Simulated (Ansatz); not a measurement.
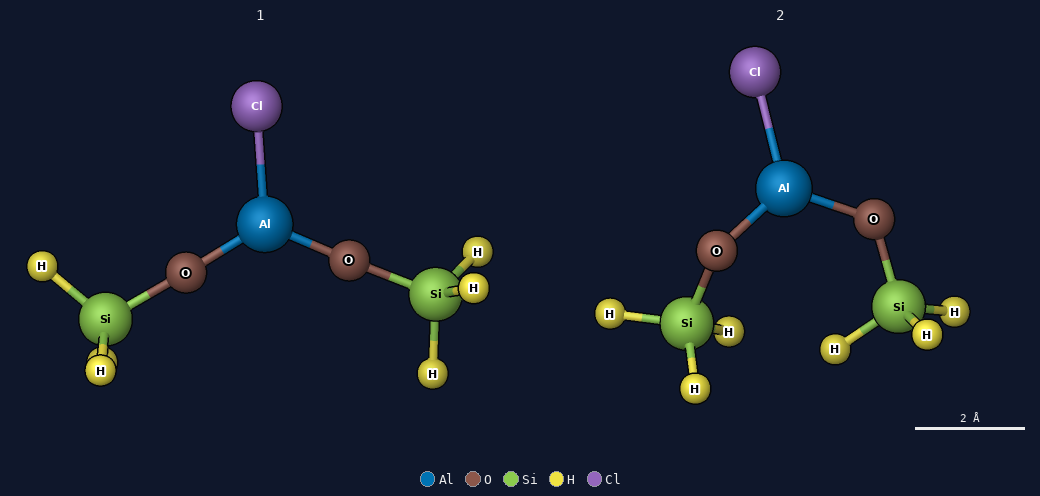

Two geometries of AlSi2H6O2Cl, drawn at one scale. One is the start of a relaxation, the other its converged end. The picture is a ball-and-stick view, seen face on.

These are results of RKS PBE-D4/6-31G in Ansatz, not measurements. (no spin polarisation; force threshold 0.02 eV/Å; at most 40 steps)

**Which of the two is the end point?**

Structure 1 is the relaxed one. The run prepares the start of a later molecular dynamics calculation, from a guessed geometry. The largest move after the best rigid fit is that of an H atom, 2.20 Å. Largest moves by element: H 2.20 Å, Si 1.13 Å, O 0.95 Å, Cl 0.85 Å, Al 0.69 Å. Some distances before and after: Al–O 1.780 → 1.698 Å, H–Si 1.460 → 1.515 Å, Al–Cl 2.230 → 2.193 Å, O–Si 1.680 → 1.711 Å. Among the angles between lasting bonds that change: Al–O–Si 125.0° → 178.5°, O–Al–O 120.0° → 124.8°, O–Al–Cl 120.0° → 117.5°. After 19 geometry steps the energy has fallen by 21.5 kcal/mol. Largest force component: 2.4 eV/Å at the start, 0.015 eV/Å at the end.

Limits of the set-up: the basis has no polarisation functions, which atoms past neon need.
